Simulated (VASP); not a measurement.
Input:

```
CELL_PARAMETERS angstrom
      3.75606     0.00000     0.00000
      0.00000    11.12612     0.00000
      0.00000     0.00000     3.41143
ATOMIC_POSITIONS crystal
  Pt 0.00000 0.00000 0.50000
  Pt 0.50000 0.50000 0.00000
  Cl 0.88966 0.86732 0.00000
  Cl 0.11034 0.13268 0.00000
  Cl 0.38966 0.63268 0.50000
  Cl 0.61034 0.36732 0.50000
```

Method: PBEsol GGA, VASP's PBE PAW potentials (set 64) (plane waves; VASP). Run with 400 eV cut-off, 7×3×7 Γ-centred mesh, tetrahedra with Blöchl corrections, potentials Pt Cl.

Without a dispersion term in the relaxation, distances and binding between the weakly bound layers, chains or molecules are unreliable, and so is what depends on them. Unless said otherwise, spin-orbit coupling is left out, though it shifts the bands of the heavy elements here.

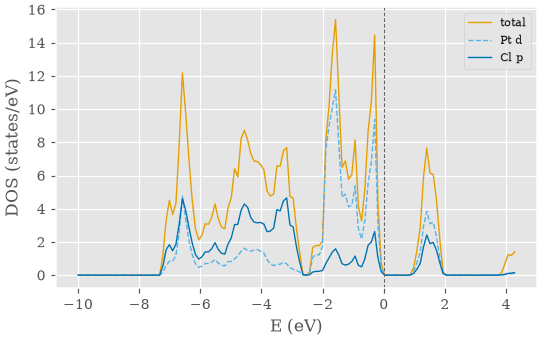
Figure. Total and projected density of states, zero at the valence-band maximum

Within 2 eV below the valence-band maximum the largest weight inside VASP's projection spheres is Pt d.

It has a band gap.

The structure comes from a computed database's PtCl2 entry (Pnnm); how it stands against other phases isn't given here. It was relaxed first.
